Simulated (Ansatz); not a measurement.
**CH4O: density, localisation and related maps**

```xyz
6

C    -0.6509   -0.4392   -0.1654
O    -1.2922    0.6761   -0.7349
H    -0.5278   -0.3591    0.9340
H     0.3567   -0.5041   -0.6046
H    -1.1671   -1.3973   -0.3792
H    -2.1772    0.7409   -0.3552
```

Geometry: B3LYP-D3(BJ)/def2-SVP.

Method: isolated molecule in a Gaussian basis; Kohn-Sham density functional theory, functional PBE0 in Ansatz.

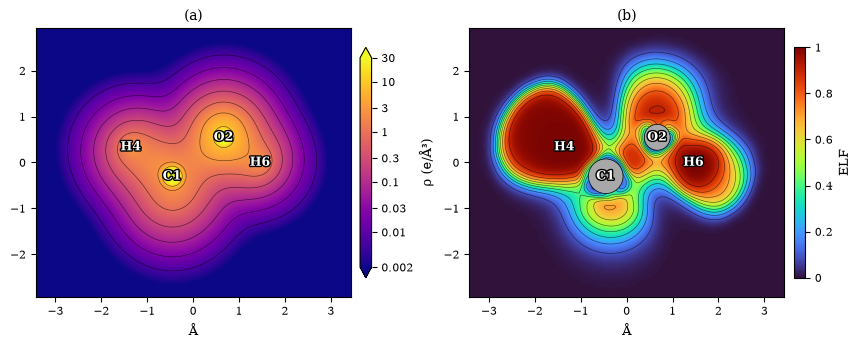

Figure 1. (a) electron density; (b) electron localisation function on the plane of atoms C1, O2 and H6. Grey discs cover the atomic cores in the ELF map.

### What does the map show?

- The section cuts through C, O and H sites.
- C–O (1.41 Å): the density is about 2.1 e/Å³ at the midpoint, with its minimum of 1.8 e/Å³ about 0.5 Å from C; the ELF peaks at about 0.85 between the atoms; a shared but strongly polarised pair.
- O–H (0.97 Å): the density is about 3.8 e/Å³ at the midpoint; the ELF climbs to about 1 towards the hydrogen, as it does in any bond to H (an ordinary covalent bond to hydrogen).
- C–H (1.10 Å): ρ is about 2 e/Å³ halfway; the ELF climbs to about 1 towards the hydrogen (an ordinary covalent bond to hydrogen).
- The ELF also peaks beside O2, away from the bonds: lone-pair regions.

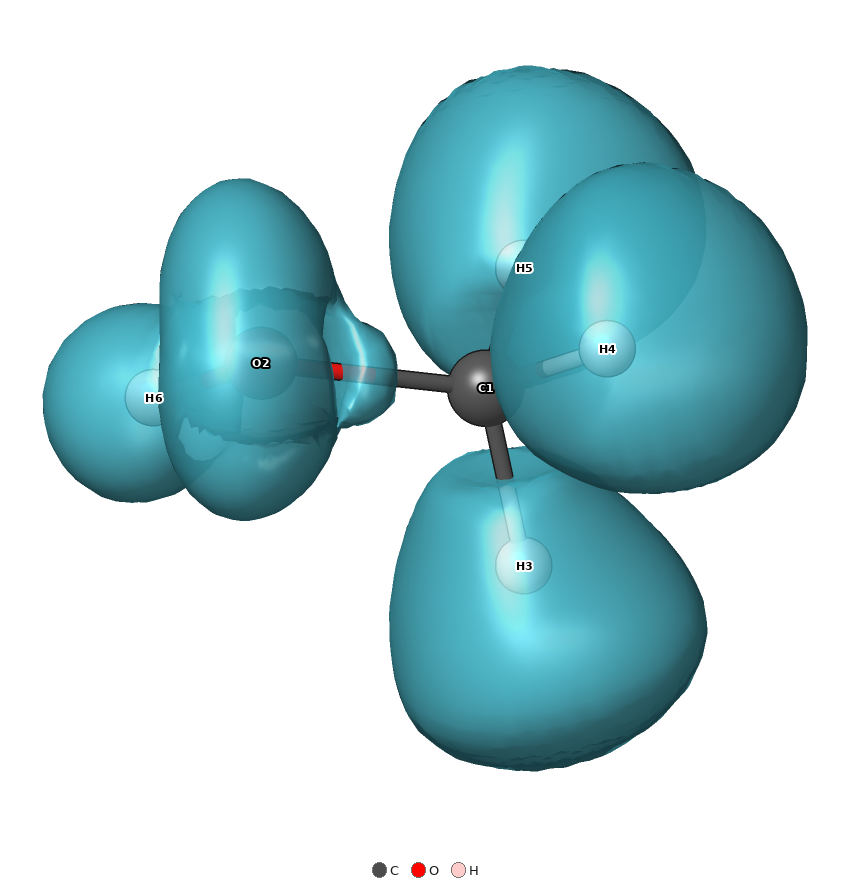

Figure 2. Isosurface of the ELF at 0.8 (cyan), seen from one side. Only the valence region is drawn (cores and ρ < 0.01 e/Å³ removed).

### Identify the bonds, lone pairs and shells in this picture.

The ELF exceeds this value in three regions around hydrogen nuclei and one joined region spread over several atoms (H, O), in which their bonds and any lone pairs are merged.

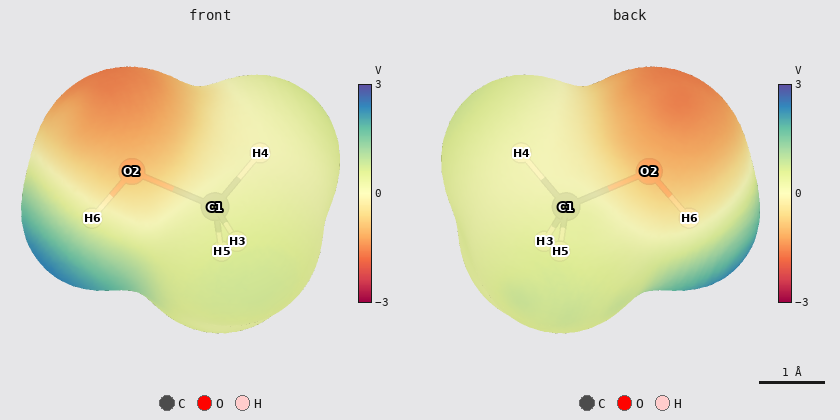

Figure 3. The molecular electrostatic potential painted on the density surface at 0.002 e/bohr³, seen from the front and from behind; the colour scale runs from red (negative) to blue (positive).

### Which sites attract a positive test charge, and which a negative one?

A positive charge is drawn to the negative regions and a negative charge to the positive ones. The most negative region (about −1.6 V) lies over O2, the most positive (about +2.3 V) over H6. O2 is the likeliest acceptor of a hydrogen bond.

### What dipole moment does the calculation give?

Its dipole moment is 1.62 D.
